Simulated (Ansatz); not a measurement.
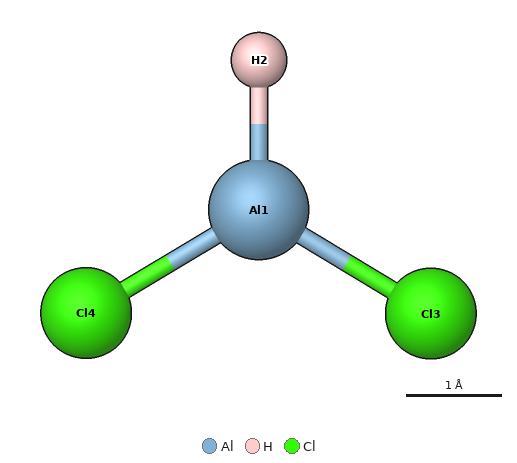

*The input geometry (ball-and-stick view, seen on its broad side; atoms are numbered from 1 in the order of the input). Sticks mark near contacts.*

## Nudged elastic band of AlHCl$_{2}$

System: AlHCl$_{2}$.
Method: RKS PBE-D4/def2-SVPD (Ansatz 0.2.0).

It belongs to a series of runs on one base structure; here: band between the two ends. Figures and captions count atoms from 1; the log counts them from 0 in places.

Input file:
```yaml
crystal:
  periodic: [false, false, false]
  atoms:
    - { symbol: Al, position_ang: [0.319351, 0.0, 0.34786] }
    - { symbol: H, position_ang: [0.088316, 0.0, 1.903927] }
    - { symbol: Cl, position_ang: [2.273927, 0.0, -0.46383] }
    - { symbol: Cl, position_ang: [-1.314794, 0.0, -0.998757] }
basis:
  gaussian: { orbitals: def2-SVPD }
hamiltonian:
  xc: pbe
  dispersion: d4
neb:
  order_check: false
  images: 9
  f_tol: 0.05
  max_iterations: 60
  final_atoms:
    - { symbol: Al, position_ang: [-0.59713761, -0.00041452, -0.19612971] }
    - { symbol: H, position_ang: [1.66738004, 0.00016975, 0.75162049] }
    - { symbol: Cl, position_ang: [2.89407795, 0.00012239, 1.26014663] }
    - { symbol: Cl, position_ang: [-2.59752038, 0.00012238, -1.02643741] }
  initial_path:
    images:
      - { positions_ang: [[0.319351, 0.0, 0.34786], [0.088316, 0.0, 1.903927], [2.273927, 0.0, -0.46383], [-1.314794, 0.0, -0.998757]] }
      - { positions_ang: [[0.25561979, 0.0, 0.27804826], [0.24968836, 0.0, 1.82605194], [2.29864261, 0.0, -0.29129994], [-1.43715075, 0.0, -1.02360026]] }
      - { positions_ang: [[0.19188857, 0.0, 0.20823653], [0.41106072, 0.0, 1.74817688], [2.32335821, 0.0, -0.11876987], [-1.55950751, 0.0, -1.04844353]] }
      - { positions_ang: [[0.12815736, 0.0, 0.13842479], [0.57243309, 0.0, 1.67030181], [2.34807382, 0.0, 0.05376019], [-1.68186426, 0.0, -1.07328679]] }
      - { positions_ang: [[0.06442615, 0.0, 0.06861305], [0.73380545, 0.0, 1.59242675], [2.37278942, 0.0, 0.22629025], [-1.80422102, 0.0, -1.09813006]] }
      - { positions_ang: [[0.00069494, 0.0, -0.00119868], [0.89517781, 0.0, 1.51455169], [2.39750503, 0.0, 0.39882032], [-1.92657777, 0.0, -1.12297332]] }
      - { positions_ang: [[-0.11887157, -8.29e-05, -0.04018489], [1.04961826, 3.395e-05, 1.36196545], [2.49681961, 2.448e-05, 0.57108558], [-2.06076629, 2.448e-05, -1.10366614]] }
      - { positions_ang: [[-0.23843808, -0.00016581, -0.07917109], [1.2040587, 6.79e-05, 1.20937921], [2.59613419, 4.895e-05, 0.74335084], [-2.19495482, 4.895e-05, -1.08435896]] }
      - { positions_ang: [[-0.35800459, -0.00024871, -0.1181573], [1.35849915, 0.00010185, 1.05679297], [2.69544878, 7.343e-05, 0.9156161], [-2.32914334, 7.343e-05, -1.06505177]] }
      - { positions_ang: [[-0.4775711, -0.00033162, -0.1571435], [1.5129396, 0.0001358, 0.90420673], [2.79476336, 9.791e-05, 1.08788137], [-2.46333186, 9.791e-05, -1.04574459]] }
      - { positions_ang: [[-0.59713761, -0.00041452, -0.19612971], [1.66738004, 0.00016975, 0.75162049], [2.89407795, 0.00012239, 1.26014663], [-2.59752038, 0.00012238, -1.02643741]] }
```

Hardware: 2 threads of Arm Neoverse V1, 24 GiB of memory available, shared host.

Launched with:
```bash
ansatz run input.yaml --threads 2 --pin off --max-ram 3072MiB --backend cpu --events-out ev --progress --plain --runs-dir out
```

Log:
```
Engine: ansatz 0.2.0, aarch64-unknown-linux-gnu
Functional definition: PBE
  parameter kappa = 0.804
  parameter beta = 0.06672455060314922
  exchange = pbe_x(kappa = kappa, mu = beta*pi^2/3)
  correlation = pbe_c(beta = beta)
845 factors; their error is unknown
mean field evaluation 1: about -31637.1991 eV, gradient 2.1e1 eV
mean field evaluation 2: about -31636.5426 eV, gradient 2.7e1 eV
mean field evaluation 4: about -31638.4939 eV, gradient 7.7e-1 eV
mean field evaluation 8: about -31638.4547 eV, gradient 1.2e-2 eV
mean field -31638.45475001 eV, -1162.6917667482 hartree, gradient 3.6e-5 eV, S^2 0.000000; 0 other end points of the search recorded, 0 dependent functions left out
the calculation of the forces begins
reference -31638.45479512 eV, -1162.6917684056 hartree; 24, 24 occupied and 62, 62 virtual orbitals, 845 factors
845 factors; their error is unknown
mean field evaluation 16: about -31632.2066 eV, gradient 3.8e1 eV
mean field -31636.53596943 eV, -1162.6212528624 hartree, gradient 6.5e-5 eV, S^2 0.000000; 0 other end points of the search recorded, 0 dependent functions left out
[... from here on the field's lines of each further geometry are left out, up to the last ...]
NEB iter   1: max|band force component| = 1.128e0 eV/Å  barrier→ = 3.0051 eV  barrier← = 1.0844 eV  Δτ_max = 0.2000 Å  (294 SCF iters)
NEB iter   2: max|band force component| = 1.239e0 eV/Å  barrier→ = 2.8788 eV  barrier← = 0.9581 eV  Δτ_max = 0.0999 Å  (272 SCF iters)
NEB iter   3: max|band force component| = 7.143e-1 eV/Å  barrier→ = 2.7667 eV  barrier← = 0.8460 eV  Δτ_max = 0.1021 Å  (247 SCF iters)
NEB iter   4: max|band force component| = 4.875e-1 eV/Å  barrier→ = 2.6697 eV  barrier← = 0.7490 eV  CI = image 5  Δτ_max = 0.1941 Å  (248 SCF iters)
NEB iter   5: max|band force component| = 5.554e-1 eV/Å  barrier→ = 2.5721 eV  barrier← = 0.6514 eV  CI = image 5  Δτ_max = 0.1008 Å  (278 SCF iters)
NEB iter   6: max|band force component| = 4.680e-1 eV/Å  barrier→ = 2.5311 eV  barrier← = 0.6104 eV  CI = image 5  Δτ_max = 0.1904 Å  (248 SCF iters)
NEB iter   7: max|band force component| = 2.515e-1 eV/Å  barrier→ = 2.5147 eV  barrier← = 0.5940 eV  CI = image 5  Δτ_max = 0.0655 Å  (264 SCF iters)
NEB iter   8: max|band force component| = 7.688e-2 eV/Å  barrier→ = 2.5133 eV  barrier← = 0.5926 eV  CI = image 5  Δτ_max = 0.0320 Å  (259 SCF iters)
NEB iter   9: max|band force component| = 1.492e-1 eV/Å  barrier→ = 2.5138 eV  barrier← = 0.5931 eV  CI = image 5  Δτ_max = 0.0106 Å  (240 SCF iters)
the calculation of the forces begins
reference -31636.52064406 eV, -1162.6206896654 hartree; 24, 24 occupied and 62, 62 virtual orbitals, 845 factors
845 factors; their error is unknown
mean field evaluation 928: about -31635.9402 eV, gradient 1.3e-2 eV
mean field -31635.94023048 eV, -1162.5993598597 hartree, gradient 9.0e-6 eV, S^2 0.000000; 1 other end points of the search recorded, 0 dependent functions left out
the calculation of the forces begins
reference -31635.94027273 eV, -1162.5993614124 hartree; 24, 24 occupied and 62, 62 virtual orbitals, 845 factors
NEB iter  10: max|band force component| = 1.547e-2 eV/Å  barrier→ = 2.5137 eV  barrier← = 0.5930 eV  CI = image 5  Δτ_max = 0.0000 Å  (482 SCF iters)
```

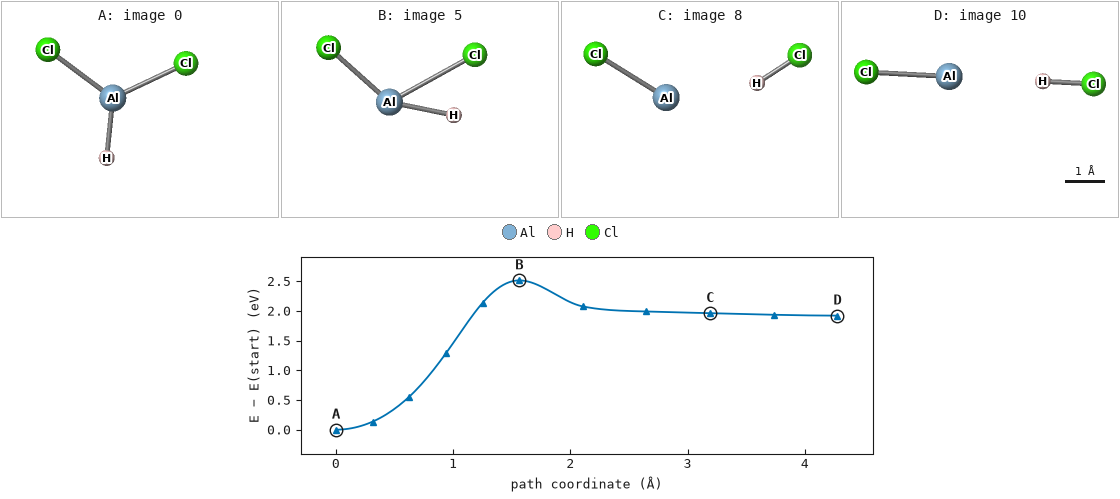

*Images of the last band (counted from 0; ball-and-stick, seen at a tilt) above the energy along the path; the line is a cubic interpolation that uses the forces.*

The highest image is number 5, 2.514 eV above the start and 0.593 eV above the end (the climbing image); the end lies 1.921 eV above the start. The path is 4.28 Å long. The band converged in 10 iterations.

```
Total energy: -31636.02986637 eV, -1162.6026539179 hartree
Atom 0 at    -0.397582    -0.000025     0.554215 Å, force     0.010462    -0.000000     0.007202 eV/Å
Atom 1 at     1.078862    -0.000024     1.431463 Å, force    -0.003222     0.000000    -0.009706 eV/Å
Atom 2 at     2.118022     0.000033     0.120379 Å, force    -0.003835    -0.000000     0.006232 eV/Å
Atom 3 at    -1.432501     0.000016    -1.316857 Å, force    -0.003404     0.000000    -0.003729 eV/Å
Dipole moment:    -0.262351    -0.000014     0.295366 e Å
this run last wrote the band of iteration 10 to [file]
```

The last band as extended XYZ (Å, eV, eV/Å):
```
4
Properties=species:S:1:pos:R:3:forces:R:3 image=0 energy=-31638.54351
Al    0.3194    0.0000    0.3479   -0.0111   0.0000  -0.0108
H     0.0883    0.0000    1.9039   -0.0032   0.0000   0.0130
Cl    2.2739    0.0000   -0.4638    0.0013   0.0000  -0.0067
Cl   -1.3148    0.0000   -0.9988    0.0130   0.0000   0.0045
4
Properties=species:S:1:pos:R:3:forces:R:3 image=1 energy=-31638.40839
Al    0.2050    0.0000    0.3306    0.3455   0.0000  -0.0269
H     0.3131    0.0000    1.8963   -0.6027   0.0000   0.1493
Cl    2.2095    0.0000   -0.3344    0.1875   0.0000  -0.3854
Cl   -1.3608    0.0000   -1.1033    0.0697   0.0000   0.2630
4
Properties=species:S:1:pos:R:3:forces:R:3 image=2 energy=-31637.98873
Al    0.0836    0.0000    0.3432    0.8438   0.0000  -0.2635
H     0.5446    0.0000    1.8409   -1.1688   0.0000   0.6088
Cl    2.1382    0.0000   -0.2136    0.2658   0.0000  -0.7863
Cl   -1.3997    0.0000   -1.1813    0.0593   0.0000   0.4409
4
Properties=species:S:1:pos:R:3:forces:R:3 image=3 energy=-31637.25890
Al   -0.0575    0.0000    0.3930    1.4856   0.0000  -0.6580
H     0.7601    0.0000    1.7325   -1.4635   0.0000   1.2438
Cl    2.0904    0.0000   -0.1007   -0.0090   0.0000  -1.0672
Cl   -1.4262    0.0000   -1.2356   -0.0132   0.0000   0.4815
4
Properties=species:S:1:pos:R:3:forces:R:3 image=4 energy=-31636.40869
Al   -0.2223    0.0000    0.4720    1.2975   0.0000  -0.5798
H     0.9346    0.0000    1.5877   -1.0535   0.0000   1.1275
Cl    2.0903    0.0000    0.0072   -0.2030   0.0000  -0.8446
Cl   -1.4358    0.0000   -1.2778   -0.0411   0.0000   0.2970
4
Properties=species:S:1:pos:R:3:forces:R:3 image=5 energy=-31636.02982
Al   -0.3976    0.0000    0.5542    0.0105   0.0000   0.0072
H     1.0789    0.0000    1.4315   -0.0032   0.0000  -0.0097
Cl    2.1180    0.0000    0.1204   -0.0038   0.0000   0.0062
Cl   -1.4325    0.0000   -1.3169   -0.0034   0.0000  -0.0037
4
Properties=species:S:1:pos:R:3:forces:R:3 image=6 energy=-31636.46819
Al   -0.7617   -0.0001    0.6661   -0.3375   0.0000   0.0792
H     1.3548    0.0000    1.2506    0.2344   0.0000  -0.1528
Cl    2.2567    0.0001    0.2507    0.1268   0.0000   0.1361
Cl   -1.4830    0.0000   -1.3782   -0.0236   0.0000  -0.0626
4
Properties=species:S:1:pos:R:3:forces:R:3 image=7 energy=-31636.55348
Al   -0.9143   -0.0002    0.5922   -0.0141   0.0000  -0.0048
H     1.4342   -0.0001    1.1211    0.0105   0.0000  -0.0149
Cl    2.5967    0.0002    0.4853    0.0360   0.0000   0.0271
Cl   -1.7498    0.0001   -1.4093   -0.0324   0.0000  -0.0075
4
Properties=species:S:1:pos:R:3:forces:R:3 image=8 energy=-31636.58227
Al   -0.8428   -0.0003    0.4033    0.0070   0.0000  -0.0183
H     1.4928   -0.0001    0.9928    0.0061   0.0000  -0.0117
Cl    2.8012    0.0002    0.7660    0.0194   0.0000   0.0272
Cl   -2.0844    0.0001   -1.3729   -0.0325   0.0000   0.0028
4
Properties=species:S:1:pos:R:3:forces:R:3 image=9 energy=-31636.60868
Al   -0.7277   -0.0003    0.1350    0.0092   0.0000  -0.0222
H     1.5832   -0.0001    0.8769    0.0076   0.0000  -0.0085
Cl    2.9031    0.0003    1.0282    0.0074   0.0000   0.0220
Cl   -2.3918    0.0001   -1.2510   -0.0242   0.0000   0.0087
4
Properties=species:S:1:pos:R:3:forces:R:3 image=10 energy=-31636.62280
Al   -0.5971   -0.0004   -0.1961   -0.0012   0.0002   0.0008
H     1.6674    0.0002    0.7516    0.0076  -0.0002   0.0013
Cl    2.8941    0.0001    1.2601   -0.0076   0.0001  -0.0022
Cl   -2.5975    0.0001   -1.0264    0.0012  -0.0001   0.0001
```

Results in brief:

```tsv
quantity	value
outcome	converged
barrier, forward	2.514 eV
barrier, backward	0.593 eV
wall time	98 s (CPU time 3.2 min)
peak memory	0.15 GiB
```

The order of the saddle point was not checked.
